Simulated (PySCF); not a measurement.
```xyz
27

O     2.4082    0.4181    1.7755
C     2.3322    0.2117    0.5906
C     3.4789   -0.2677   -0.2650
C     4.8247    0.1401    0.2785
F     4.9894    1.4951    0.1418
O     1.1954    0.3438   -0.0915
Si   -0.2499    0.7611    0.7552
C    -1.5571    0.7664   -0.5919
C    -2.9810    0.9287   -0.0357
C    -3.3922   -0.4900    0.3873
C    -2.5648   -1.4518   -0.4968
C    -1.6546   -0.5610   -1.3602
H     3.3437    0.0881   -1.2965
H     3.4101   -1.3690   -0.2973
H     4.8940   -0.1160    1.3481
H     5.6341   -0.3679   -0.2713
H    -0.4906   -0.2688    1.8047
H    -0.0958    2.1116    1.3623
H    -1.2857    1.6012   -1.2614
H    -3.6392    1.2894   -0.8443
H    -3.0661    1.6608    0.7844
H    -4.4760   -0.6465    0.2831
H    -3.1575   -0.6533    1.4505
H    -1.9653   -2.1304    0.1297
H    -3.2019   -2.0946   -1.1221
H    -2.1302   -0.3700   -2.3369
H    -0.6751   -1.0177   -1.5694
```

Geometry: PBE0-D3(BJ)/def2-SVP.

Theory: PySCF 2.14.0, PBE0/pcSseg-1, SCF density, gas phase, non-relativistic.

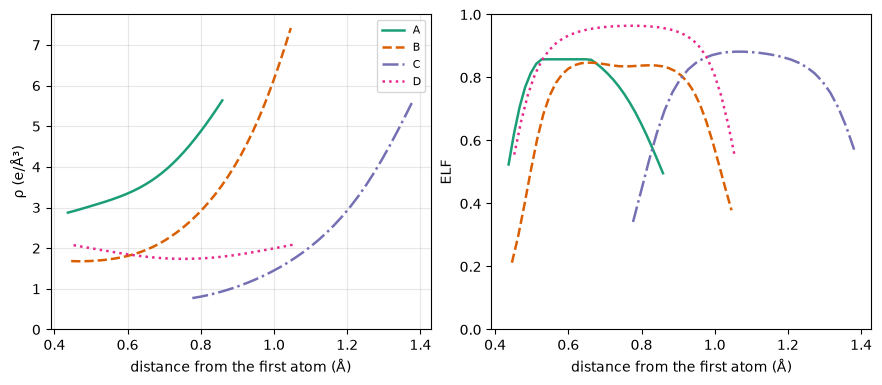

C8H15FO2Si (SMILES O=C(CCF)O[SiH2]C1CCCC1). Electron density and electron localisation function along straight lines between neighbouring atoms. The curves leave out the atomic cores.

### Which curve belongs to which contact (C–C, C–F, C–O and Si–O)? The first atom named is at distance zero.

Curve A: C–O (1.21 Å): ρ is about 3.4 e/Å³ halfway; the ELF peaks at about 0.85 between the atoms; a multiple bond. Curve B: C–F (1.37 Å): the density is about 2.1 e/Å³ at the midpoint, with its minimum of 1.7 e/Å³ about 0.5 Å from C; the ELF peaks at about 0.85 between the atoms (a shared but strongly polarised pair). Curve C: Si–O (1.73 Å): ρ is about 0.95 e/Å³ halfway; the ELF peaks at about 0.90 between the atoms; a polar covalent bond. Curve D: C–C (1.51 Å): ρ is about 1.7 e/Å³ halfway; the ELF peaks at about 0.95 between the atoms (a shared electron pair).
